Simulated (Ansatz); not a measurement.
**BClF radical (SMILES F[B]Cl): one structure at several levels**

The atoms stand at a structure displaced at random from a GFN2-xTB minimum. How far do the functionals agree with CCSD(T) there?

Computed with Ansatz 0.2.0, Gaussian basis. Level: single points in def2-TZVPP.

Cores are frozen in the correlated methods. Orbitals are unrestricted.

## (1) Where the work starts

SMILES `F[B]Cl`, 3 atoms, charge 0, spin multiplicity 2.

Atoms are counted from 1 here; the program's logs count them from 0.

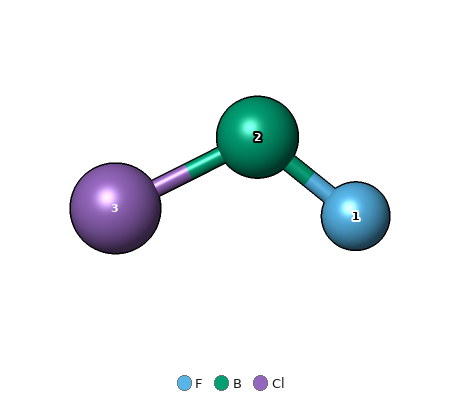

As it starts; fluorine blue, boron teal, chlorine purple; atoms are numbered from 1 in the order of the file.

Geometry (Å):

```
F     0.5255    1.0089    0.3754
B    -0.4289    0.2749   -0.1834
Cl   -0.1287   -1.3703   -0.1874
```

## (2) CCSD(T)/def2-TZVPP

The input, run/in.yaml:

```yaml
crystal:
  periodic: [false, false, false]
  atoms:
    - {symbol: F, position_ang: [0.525500, 1.008900, 0.375400]}
    - {symbol: B, position_ang: [-0.428900, 0.274900, -0.183400]}
    - {symbol: Cl, position_ang: [-0.128700, -1.370300, -0.187400]}
basis:
  gaussian: {orbitals: def2-TZVPP}
magnetization: {spin_polarized: true, initial_magnetization: 1}
correlation: {method: ccsd_t}
scf: {omitted_lower_state_checks: [cluster_reference]}
output: {forces: true}
```

Run with:

```
$ ansatz run in.yaml --threads 4 --pin off --events-out ev --progress --plain --max-ram 5222MiB
```

## (3) PBE0-D4/def2-TZVPP

Changes to run/in.yaml since step 2:

```diff
@@ -9,4 +9,3 @@
 magnetization: {spin_polarized: true, initial_magnetization: 1}
-correlation: {method: ccsd_t}
-scf: {omitted_lower_state_checks: [cluster_reference]}
-output: {forces: true}
+hamiltonian: {xc: pbe0, dispersion: d4}
+output: {forces: true, orbitals: {seedname: orbitals}}
```

## (4) wB97M-V/def2-TZVPP

Changes to run/in.yaml since step 3:

```diff
@@ -9,3 +9,3 @@
 magnetization: {spin_polarized: true, initial_magnetization: 1}
-hamiltonian: {xc: pbe0, dispersion: d4}
-output: {forces: true, orbitals: {seedname: orbitals}}
+hamiltonian: {xc: {name: wB97M-V}}
+output: {forces: true}
```

## (5) r2SCAN-D4/def2-TZVPP

Changes to run/in.yaml since step 4:

```diff
@@ -9,3 +9,3 @@
 magnetization: {spin_polarized: true, initial_magnetization: 1}
-hamiltonian: {xc: {name: wB97M-V}}
+hamiltonian: {xc: r2scan, dispersion: d4}
 output: {forces: true}
```

## (6) PBE-D4/def2-TZVPP

Changes to run/in.yaml since step 5:

```diff
@@ -9,3 +9,3 @@
 magnetization: {spin_polarized: true, initial_magnetization: 1}
-hamiltonian: {xc: r2scan, dispersion: d4}
+hamiltonian: {xc: pbe, dispersion: d4}
 output: {forces: true}
```

## (7) BHLYP-D4/def2-TZVPP

Changes to run/in.yaml since step 6:

```diff
@@ -9,3 +9,3 @@
 magnetization: {spin_polarized: true, initial_magnetization: 1}
-hamiltonian: {xc: pbe, dispersion: d4}
+hamiltonian: {xc: {name: BHLYP}, dispersion: d4}
 output: {forces: true}
```

## (8) r2SCAN0-D4/def2-TZVPP

Changes to run/in.yaml since step 7:

```diff
@@ -9,3 +9,3 @@
 magnetization: {spin_polarized: true, initial_magnetization: 1}
-hamiltonian: {xc: {name: BHLYP}, dispersion: d4}
+hamiltonian: {xc: {name: r2SCAN0}, dispersion: d4}
 output: {forces: true}
```

(Steps that only read results are left out.)

Q: Predict the outcome of this session. Wanted: energy less free atoms, CCSD(T)/def2-TZVPP; RMS force component; RMS force error; HOMO and LUMO, PBE0-D4; T1 diagnostic.

The runs gave:

| quantity | value |
| --- | --- |
| energy less free atoms, CCSD(T)/def2-TZVPP | -237.4 kcal/mol |
| RMS force component | 0.971 to 1.116 eV/Å over the methods |
| RMS force error | PBE0-D4 0.143, wB97M-V 0.071, r2SCAN-D4 0.051, PBE-D4 0.177, BHLYP-D4 0.314, r2SCAN0-D4 0.221 eV/Å |
| HOMO and LUMO, PBE0-D4 | -7.09 and -2.28 eV |
| T1 diagnostic | 0.015 |

**Reading.** Against CCSD(T) the functionals' energies less atoms differ by -23.6 to +2.6 kcal/mol, PBE-D4 by -23.6 kcal/mol. CCSD(T) in triple zeta still lacks some correlation energy of the bonds, so part of these gaps is its own basis error and they don't rank the functionals. On forces the order runs from r2SCAN-D4 to BHLYP-D4. Frozen-core CCSD(T) forces in triple zeta carry basis errors of their own, and this is one geometry, so small gaps rank nothing.
